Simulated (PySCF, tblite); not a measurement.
# C5H11FO2Si: geometry, infrared bands and NMR shifts

What infrared bands and NMR shifts should C5H11FO2Si (`C=CC[Si](F)(OC)OC`) show?

Programs: tblite 0.8.0 and PySCF 2.14.0, with density-fitted response routines of our own. Each step states its level of theory. These are calculated values for one molecule in the gas phase, unless marked as measured. Atoms are numbered from 0 throughout.

### Step 1. The molecule as given

20 atoms, charge 0, multiplicity 1; geometry from: force field or distance geometry start.

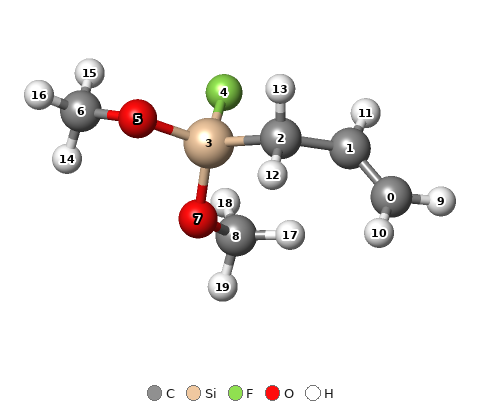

As it starts; carbon grey, silicon light orange, fluorine green, oxygen red, hydrogen white, atoms numbered; sticks join atoms by distance.

### Step 2. Optimising the geometry with GFN2-xTB

The job: settings as JSON, then the geometry in Å.

```
{"job": {"kind": "relax", "xc": "GFN2-xTB", "basis": "xTB"}, "charge": 0, "multiplicity": 1}
C     -3.104800    -0.088900     1.135800
C     -2.232500    -0.657900     0.303900
C     -0.862000    -1.163500     0.749700
Si     0.612700    -0.374400    -0.134900
F      0.377000    -0.531800    -1.701700
O      2.033200    -1.170300     0.228700
C      3.199100    -0.804000    -0.502600
O      0.802300     1.247700     0.201600
C      0.062000     2.168100    -0.577500
H     -4.086500     0.238700     0.774200
H     -2.902800     0.069000     2.188100
H     -2.503200    -0.811700    -0.730000
H     -0.743600    -1.020300     1.836100
H     -0.833400    -2.241400     0.561700
H      3.462500     0.251000    -0.327900
H      3.069900    -0.997700    -1.558400
H      4.030400    -1.421600    -0.140600
H     -1.023400     2.026000    -0.454300
H      0.327500     2.113600    -1.632800
H      0.310300     3.179900    -0.222200
```

The run is started by

```
$ OMP_NUM_THREADS=1 python probes_run.py task.json out
```

This one command runs all jobs of the session in turn.

**Question.** This job is followed by: GFN2-xTB harmonic vibrations, gas phase; GIAO PBE0/pcSseg-1 NMR shielding, non-relativistic, gas phase. Predict these results of the whole session: strongest single infrared mode (GFN2-xTB); zero-point energy (GFN2-xTB); ¹³C shifts against TMS (PBE0/pcSseg-1, means over atoms taken as alike); ¹H shifts against TMS (PBE0/pcSseg-1, means over atoms taken as alike); ²⁹Si shifts against TMS (PBE0/pcSseg-1); ¹⁹F shifts against CFCl3 (PBE0/pcSseg-1); ¹⁷O shifts against H2O (PBE0/pcSseg-1, means over atoms taken as alike); surface potential, least and greatest.

The runs gave:

| quantity | value |
| --- | --- |
| strongest single infrared mode (GFN2-xTB) | 824 cm⁻¹, 224 km/mol |
| zero-point energy (GFN2-xTB) | 97.3 kcal/mol |
| ¹³C shifts against TMS (PBE0/pcSseg-1, means over atoms taken as alike) | 143.6, 121.6, 54.4, 26.4 ppm |
| ¹H shifts against TMS (PBE0/pcSseg-1, means over atoms taken as alike) | 6.30, 5.49, 5.22, 3.98, 1.83 ppm |
| ²⁹Si shifts against TMS (PBE0/pcSseg-1) | -60.8 ppm |
| ¹⁹F shifts against CFCl3 (PBE0/pcSseg-1) | -157.8 ppm |
| ¹⁷O shifts against H2O (PBE0/pcSseg-1, means over atoms taken as alike) | 32.4 ppm |
| surface potential, least and greatest | -1.15 V and 0.76 V |

**Reading.** Over 102 steps the energy fell by 0.308 eV; of the close pairs, Si3–O5 changed most, 1.668 to 1.605 Å. No mode is imaginary among the 54: a minimum at this level. The strongest single mode, at 824 cm⁻¹, is spread over many atoms; the largest shares are those of Si3, F4. Unscaled tight-binding wavenumbers are off by several per cent, some by more. Its intensities can rank the bands wrongly. The most deshielded carbon is C1 (alkene CH), at 143.6 ppm: as expected for a trigonal carbon in a double bond. H11 (hydrogen on an alkene CH) lies farthest downfield among hydrogen, at 6.30 ppm; a vinylic proton, deshielded by the sp2 carbon and the C=C anisotropy. At PBE0/pcSseg-1: The largest span, 245 ppm, is at C1, where the paramagnetic term is -216 ppm.
